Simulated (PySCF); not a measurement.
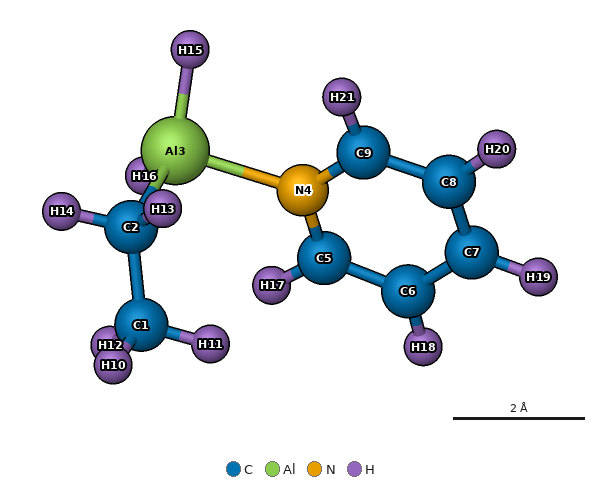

**Figure 1.** The structure (ball-and-stick view, seen at a tilt; atoms are numbered from 1 in the order of the input). Sticks mark near contacts. Bond lengths as drawn: Al–C 1.99 Å, Al–H 1.61 Å, Al–N 2.05 Å, C–C 1.39 to 1.53 Å, C–H 1.09 to 1.11 Å and C–N 1.34 Å.

## What a change does: NMR shielding calculation on C$_{7}$H$_{12}$AlN

System: C$_{7}$H$_{12}$AlN, SMILES C[CH2][AlH2-][n+]1ccccc1.
Method of run 1: GIAO PBE0/pcSseg-1 NMR shielding, non-relativistic, IEF-PCM chloroform (PySCF 2.14.0).

The geometry comes from this level: PBE0-D3(BJ)/def2-SVP. Text and figures count atoms from 1; the logs count them from 0 in places.

**Input, run 1**
```
{"job": {"kind": "nmr", "xc": "PBE0", "basis": "pcSseg-1", "solvent": "chloroform", "pop": true}, "charge": 0, "multiplicity": 1}
C     -2.612556    -0.150295     0.548669
C     -2.211746     1.183150    -0.080529
Al    -0.846698     1.071267    -1.525149
N      0.694419     0.134455    -0.540654
C      0.736061    -1.201982    -0.480859
C      1.699675    -1.876472     0.258553
C      2.650796    -1.133364     0.953526
C      2.604004     0.257412     0.884310
C      1.606614     0.853831     0.123723
H     -3.408306    -0.053076     1.308408
H     -1.761029    -0.640023     1.054271
H     -2.981268    -0.863519    -0.208457
H     -1.859280     1.881147     0.702328
H     -3.106287     1.673107    -0.510285
H     -0.104856     2.442884    -1.934072
H     -1.123152    -0.033367    -2.668277
H     -0.030327    -1.729034    -1.055670
H      1.700478    -2.967236     0.282449
H      3.423500    -1.633477     1.542118
H      3.331149     0.878322     1.409789
H      1.521918     1.939623     0.024421
```

The first line tells a small driver script what to run in PySCF; the rest is the geometry in Å.

Launched with:
```bash
OMP_NUM_THREADS=1 python <driver script> task.json out
```

Hardware: 1 CPU thread, shared host.

**Output (run 1)**
```
coarse grid: 17728 points
cycle   1  E = -570.4997643574  dE =  9.809e-01  |g| = 4.426e-01  |ddm| = 4.111e+00
cycle   2  E = -570.4812152936  dE =  1.855e-02  |g| = 5.262e-01  |ddm| = 9.559e-01
cycle   3  E = -570.5561337398  dE = -7.492e-02  |g| = 5.000e-02  |ddm| = 5.256e-01
cycle   4  E = -570.5565293461  dE = -3.956e-04  |g| = 3.494e-02  |ddm| = 7.590e-02
cycle   5  E = -570.5568258135  dE = -2.965e-04  |g| = 9.270e-03  |ddm| = 3.404e-02
cycle   6  E = -570.5568445937  dE = -1.878e-05  |g| = 2.451e-03  |ddm| = 7.757e-03
cycle   7  E = -570.5568459445  dE = -1.351e-06  |g| = 4.216e-04  |ddm| = 1.909e-03
final grid: 165808 points
cycle   8  E = -570.6075486984  dE = -3.566e-05  |g| = 7.804e-03  |ddm| = 3.693e-02
cycle   9  E = -570.6075444918  dE =  4.207e-06  |g| = 8.909e-03  |ddm| = 1.481e-02
cycle  10  E = -570.6075648532  dE = -2.036e-05  |g| = 8.939e-04  |ddm| = 7.743e-03
cycle  11  E = -570.6075650226  dE = -1.694e-07  |g| = 3.240e-04  |ddm| = 8.529e-04
cycle  12  E = -570.6075650433  dE = -2.076e-08  |g| = 1.019e-04  |ddm| = 2.851e-04
cycle  13  E = -570.6075650458  dE = -2.507e-09  |g| = 2.964e-05  |ddm| = 1.088e-04
cycle  14  E = -570.6075650460  dE = -2.135e-10  |g| = 5.340e-06  |ddm| = 2.929e-05
converged SCF energy = -570.6075650460

GIAO shielding tensors (ppm)
atom      isotropic    diamagn.    paramagn.     s11        s22        s33       span
  0 C      173.422     247.637     -74.214    166.479    169.270    184.518     18.038
  1 C      182.444     249.685     -67.241    173.026    184.512    189.793     16.768
  2 Al     403.723     796.609    -392.886    391.017    403.473    416.679     25.662
  3 N      -19.277     332.227    -351.504   -184.290   -145.668    272.126    456.417
  4 C       29.703     252.776    -223.073    -77.973     14.177    152.903    230.876
  5 C       53.014     257.057    -204.042    -59.248     40.007    178.284    237.532
  6 C       36.108     253.554    -217.446    -80.643      5.253    183.714    264.357
  7 C       52.391     257.425    -205.034    -60.201     39.106    178.269    238.470
  8 C       30.021     251.493    -221.472    -76.839     14.003    152.898    229.737
  9 H       30.077      28.588       1.489     24.568     27.669     37.994     13.427
 10 H       31.007      33.432      -2.425     25.243     31.901     35.877     10.634
 11 H       30.273      30.548      -0.275     26.618     27.946     36.255      9.638
 12 H       31.475      32.004      -0.529     28.067     28.865     37.493      9.426
 13 H       31.447      29.483       1.964     26.396     29.587     38.358     11.962
 14 H       27.079      30.713      -3.634     23.609     26.228     31.399      7.789
 15 H       27.164      31.016      -3.852     24.081     26.290     31.121      7.039
 16 H       22.319      32.129      -9.810     17.986     21.390     27.580      9.594
 17 H       23.379      29.649      -6.270     20.211     23.525     26.400      6.189
 18 H       22.893      27.940      -5.047     19.813     23.039     25.827      6.014
 19 H       23.362      29.026      -5.665     20.232     23.616     26.237      6.004
 20 H       22.310      31.059      -8.748     17.460     21.715     27.756     10.296
```

For run 2 the input was changed thus:
```diff
-"solvent": "chloroform"
-"pop": true
+"solvent": "dimethylsulfoxide"
+"pop": false
```

How does run 2 compare with run 1?

The total energy of run 2 is 2.5 kcal/mol lower: the change of the electrostatic solvation energy at this fixed geometry, without cavity or dispersion terms. The HOMO goes from −6.72 to −6.83 eV. The LUMO goes from −1.73 to −1.63 eV. The dipole moment goes from 8.14 to 8.62 D. Of all shieldings, the largest change is that of N4, by +3.5 ppm. The number of SCF iterations is the same.

**Output (run 2)**
```
coarse grid: 17728 points
cycle   1  E = -570.5041267066  dE =  9.768e-01  |g| = 4.410e-01  |ddm| = 4.111e+00
cycle   2  E = -570.4862313110  dE =  1.790e-02  |g| = 5.232e-01  |ddm| = 9.508e-01
cycle   3  E = -570.5602006530  dE = -7.397e-02  |g| = 4.910e-02  |ddm| = 5.148e-01
cycle   4  E = -570.5605626642  dE = -3.620e-04  |g| = 3.523e-02  |ddm| = 7.268e-02
cycle   5  E = -570.5608593519  dE = -2.967e-04  |g| = 8.614e-03  |ddm| = 3.252e-02
cycle   6  E = -570.5608753724  dE = -1.602e-05  |g| = 2.358e-03  |ddm| = 7.453e-03
cycle   7  E = -570.5608766334  dE = -1.261e-06  |g| = 4.209e-04  |ddm| = 1.911e-03
final grid: 165808 points
cycle   8  E = -570.6115583952  dE = -3.591e-05  |g| = 7.740e-03  |ddm| = 3.682e-02
cycle   9  E = -570.6115547407  dE =  3.655e-06  |g| = 8.738e-03  |ddm| = 1.444e-02
cycle  10  E = -570.6115743064  dE = -1.957e-05  |g| = 8.716e-04  |ddm| = 7.478e-03
cycle  11  E = -570.6115744690  dE = -1.626e-07  |g| = 3.038e-04  |ddm| = 8.100e-04
cycle  12  E = -570.6115744868  dE = -1.781e-08  |g| = 9.986e-05  |ddm| = 2.634e-04
cycle  13  E = -570.6115744892  dE = -2.374e-09  |g| = 2.885e-05  |ddm| = 1.036e-04
cycle  14  E = -570.6115744894  dE = -1.994e-10  |g| = 5.082e-06  |ddm| = 2.869e-05
converged SCF energy = -570.6115744894

GIAO shielding tensors (ppm)
atom      isotropic    diamagn.    paramagn.     s11        s22        s33       span
  0 C      173.708     247.595     -73.887    166.760    169.640    184.724     17.964
  1 C      182.831     249.549     -66.717    173.349    185.265    189.880     16.532
  2 Al     405.917     796.579    -390.662    391.897    404.404    421.451     29.555
  3 N      -15.821     332.281    -348.102   -174.973   -143.765    271.275    446.248
  4 C       29.933     252.969    -223.036    -77.694     14.473    153.022    230.716
  5 C       52.374     256.820    -204.446    -60.026     38.411    178.737    238.764
  6 C       35.064     253.394    -218.330    -81.835      2.777    184.249    266.085
  7 C       51.754     257.190    -205.435    -60.970     37.501    178.732    239.702
  8 C       30.299     251.705    -221.406    -76.463     14.303    153.057    229.520
  9 H       30.100      28.578       1.522     24.581     27.688     38.030     13.449
 10 H       30.905      33.303      -2.398     25.104     31.773     35.837     10.733
 11 H       30.281      30.538      -0.257     26.593     27.959     36.291      9.698
 12 H       31.446      31.952      -0.506     28.020     28.827     37.491      9.471
 13 H       31.488      29.472       2.015     26.441     29.638     38.383     11.942
 14 H       27.189      30.917      -3.728     23.738     26.339     31.491      7.752
 15 H       27.277      31.229      -3.953     24.209     26.412     31.209      6.999
 16 H       22.341      32.085      -9.744     18.006     21.430     27.588      9.582
 17 H       23.256      29.525      -6.269     20.062     23.422     26.284      6.222
 18 H       22.755      27.830      -5.075     19.653     22.903     25.708      6.055
 19 H       23.238      28.908      -5.670     20.082     23.514     26.117      6.035
 20 H       22.334      31.004      -8.670     17.476     21.759     27.766     10.290
```

**The two runs side by side**

| quantity | run 1 | run 2 |
| --- | --- | --- |
| outcome | converged | converged |
| total energy (hartree) | −570.607565 | −570.611574 |
| HOMO (eV) | −6.72 | −6.83 |
| LUMO (eV) | −1.73 | −1.63 |
| dipole moment (D) | 8.14 | 8.62 |
| shielding of C1 (ppm) | 173.4 | 173.7 |
| shielding of C2 (ppm) | 182.4 | 182.8 |
| shielding of Al3 (ppm) | 403.7 | 405.9 |
| shielding of N4 (ppm) | −19.3 | −15.8 |
| shielding of C6 (ppm) | 53.0 | 52.4 |
| shielding of C7 (ppm) | 36.1 | 35.1 |
| shielding of C8 (ppm) | 52.4 | 51.8 |
| SCF iterations | 14 | 14 |
| basis functions | 220 | 220 |
| wall time (shared host) | 48 s | 40 s |
